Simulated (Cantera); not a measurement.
Input: 1 mol C2H2, 3.3 mol H2O, 4.8 mol H2, 1.8 mol O2, held at 1.00 bar.

Cantera equilibrium calculation (NASA polynomials, part measured and part estimated; ideal gas, pure solids and liquids). Candidate condensed phases: C, C6H6, C7H8, C8H18, H2O; 110 gas species. Rates play no part.

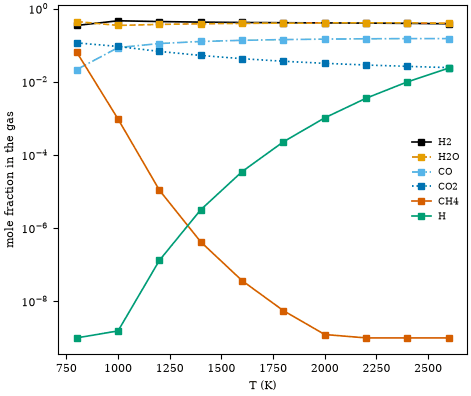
Fig. 1. Equilibrium gas composition (values under 1e-9 drawn at 1e-9)

Question: Read off the mole fractions at 2600 K.

Answer: H2O about 0.40, H2 about 0.39, CO about 0.15, CO2 about 0.025, H about 0.024.
